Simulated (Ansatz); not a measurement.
# CH₇NSSi: what the fields show

```xyz
11

Si   -0.3899    0.3764   -0.2748
N     1.2813    0.9264    0.0355
S    -0.2783   -0.5375   -2.2492
H     1.0054   -0.1324   -2.0284
H    -1.2872    1.5840   -0.2805
C    -0.9143   -0.8568    1.0412
H     2.0085    0.2556    0.2910
H     1.6645    1.7339   -0.4586
H    -0.9401   -0.3806    2.0432
H    -0.2229   -1.7241    1.0723
H    -1.9271   -1.2451    0.8082
```

Not at a stationary point (largest force 1.0 eV/Å).

Level of theory: RKS PBE-D4/def2-SVP (Ansatz).

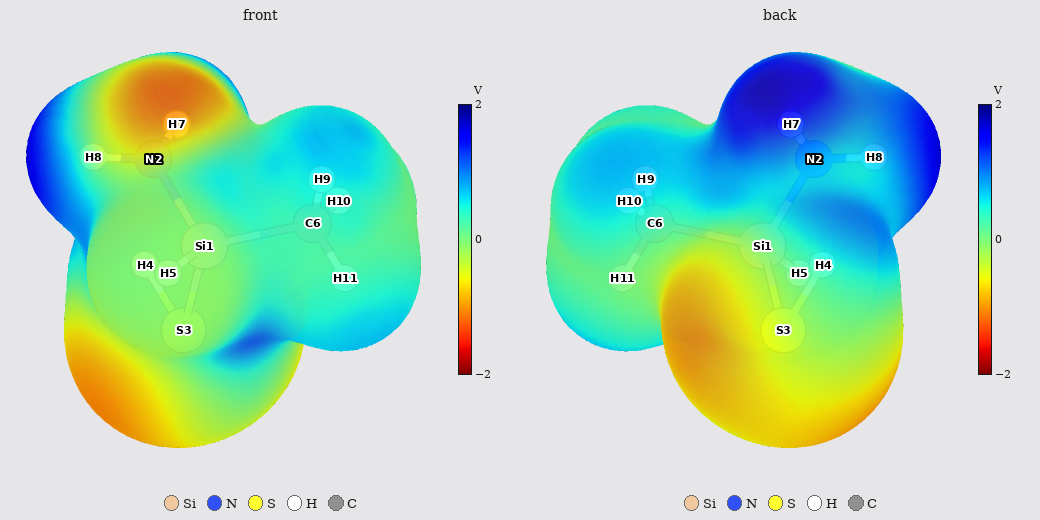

Figure 1. The molecular electrostatic potential painted on the density surface at 0.002 e/bohr³, seen from the front and from behind; red is negative and blue positive.

Describe the electrostatic potential map.

The most negative region (about −1.1 V) lies over N2 and S3, the most positive (about +1.7 V) over H7 and H8.

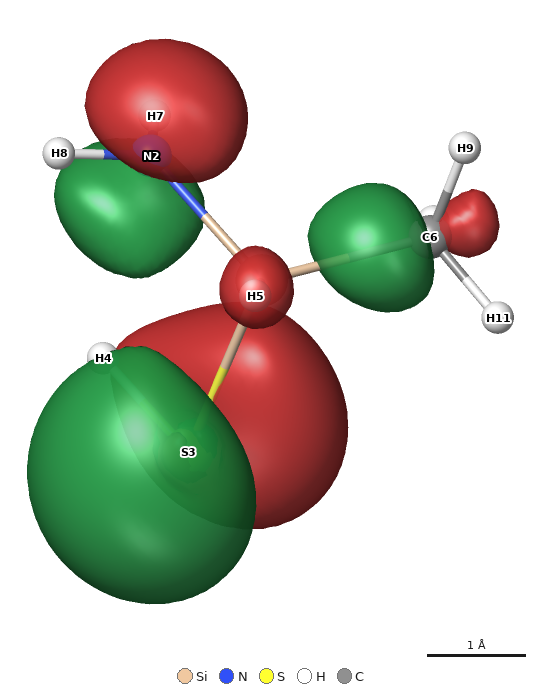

Figure 2. The HOMO−1 at ±0.1 Å⁻³ᐟ² (green and red are the two phases), seen across its widest extent.

Describe this orbital and give its energy.

By Hirshfeld shares it lies mainly on S3 (about 65 %) and N2 (about 15 %). Its energy is −5.65 eV.

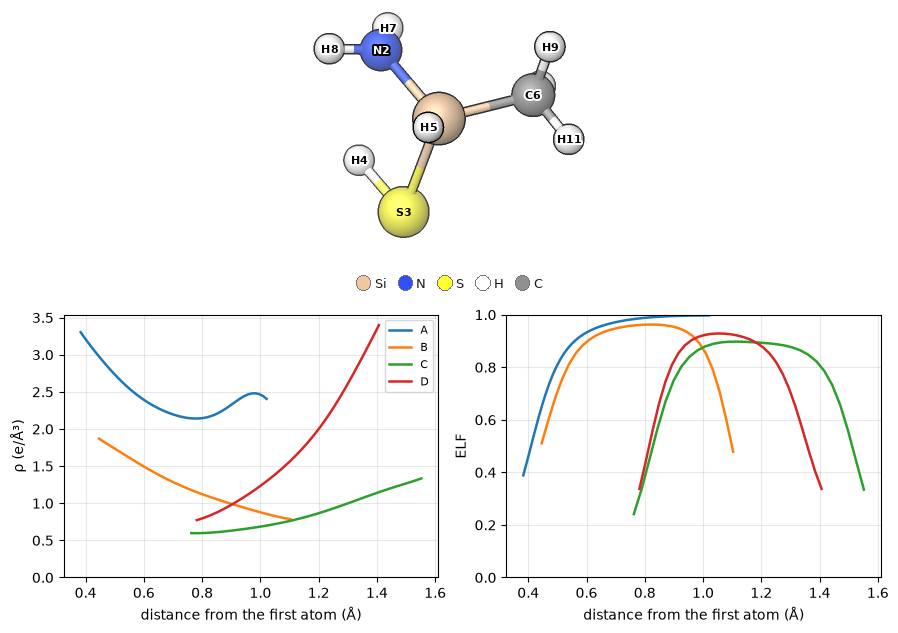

Figure 3. Electron density and ELF along straight lines between neighbouring atoms. The curves leave out the atomic cores. The structure is drawn too.

Which curve belongs to which contact (C–Si, N–H, Si–N and Si–S)? The first atom named is at distance zero.

Curve A: N–H (1.02 Å): ρ at the midpoint is about 2.7 e/Å³; the ELF climbs to about 1 towards the hydrogen, as it does in any bond to H (an ordinary covalent bond to hydrogen). Curve B: C–Si (1.88 Å): the density is about 0.95 e/Å³ at the midpoint; the ELF peaks at about 0.95 between the atoms (a shared electron pair). Curve C: Si–S (2.18 Å): the density is about 0.75 e/Å³ at the midpoint, with its minimum of 0.6 e/Å³ about 0.8 Å from Si; the ELF peaks at about 0.90 between the atoms; a shared electron pair. Curve D: Si–N (1.79 Å): ρ at the midpoint is about 0.96 e/Å³; the ELF peaks at about 0.95 between the atoms (a polar covalent bond).
